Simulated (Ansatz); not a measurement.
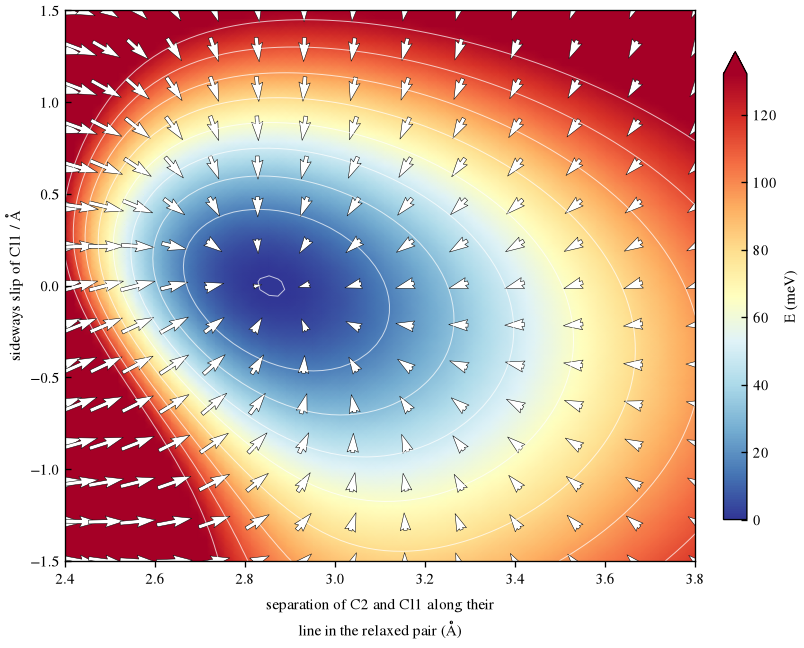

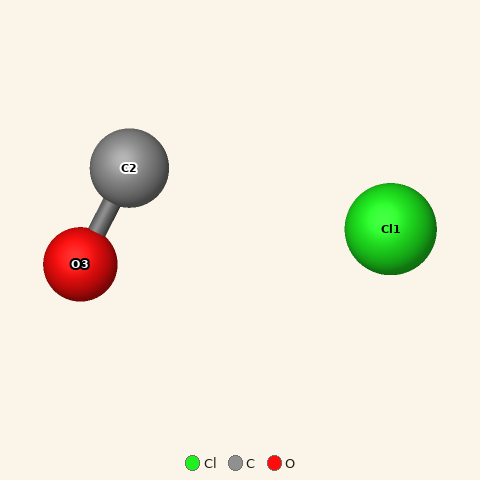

Energy landscape of the pair Cl···CO, charge −1. Coordinates scanned: (1) separation of C2 and Cl1 along their line in the relaxed pair; (2) sideways slip of Cl1. Nothing is relaxed (both partners rigid). The grid has 15 × 15 points. Points are written as (first, second). Energies: meV, counted from the lowest grid point. All numbers below come from RKS PBE0-D4/def2-SVPD (Ansatz).

In the figure: a smooth colour map with a few white contour lines, arrows along the force (downhill), their lengths compressed, one colour for all values above the top of the scale. Between grid points the surface is interpolated. The second picture is the structure at the lowest point.

What does the map say about the system?

The lowest grid point is at (2.828 Å, 0.000 Å). No other kind of well shows on this grid. The highest grid point, (2.400 Å, −1.286 Å), lies 358 meV above the lowest. Round the minimum the valley is somewhat tilted: raising the first coordinate shifts the best value of sideways slip of Cl1 downwards (coupling k₁₂/√(k₁₁k₂₂) about 0.3).

Grid values (meV):

```
second ↓, first →  2.400  2.435  2.492  2.562  2.643  2.732  2.828  2.931  3.040  3.155  3.274  3.399  3.529  3.662  3.800
            1.500    197    187    172    159    147    139    135    133    134    137    141    147    153    159    166
            1.286    186    173    155    139    125    116    111    111    113    117    123    131    138    146    154
            1.071    172    157    135    116    101     91     86     86     90     96    104    114    123    133    143
            0.857    156    138    114     92     75     65     61     62     67     75     85     97    109    120    131
            0.643    139    119     93     69     51     40     37     39     46     56     68     81     95    108    121
            0.429    127    105     77     51     32     21     17     20     28     39     53     68     83     97    112
            0.214    126    102     71     43     21      9      4      7     15     27     42     57     73     89    104
            0.000    141    115     79     47     22      6      0      1      9     21     35     51     67     83     99
           −0.214    175    144    103     65     35     15      5      4     10     20     33     48     64     80     95
           −0.429    224    188    140     95     58     33     19     14     16     24     36     50     64     80     95
           −0.643    277    237    182    130     88     57     38     29     28     33     43     54     68     82     96
           −0.857    324    280    221    165    117     82     59     47     43     45     52     62     73     86     99
           −1.071    352    309    248    191    142    105     79     64     58     58     63     70     81     92    104
           −1.286    358    316    259    205    157    121     96     80     72     71     74     80     89     99    110
           −1.500    340    304    254    206    163    131    108     93     85     83     85     90     98    107    117
```

Each point was launched as `ansatz run input.yaml --threads 1 --pin off --max-ram 2560MiB --backend cpu --events-out ev --progress --plain --runs-dir out`. Time for the 225 points that were run: 4.5 min on 1 thread of Arm Neoverse V2 (shared host).
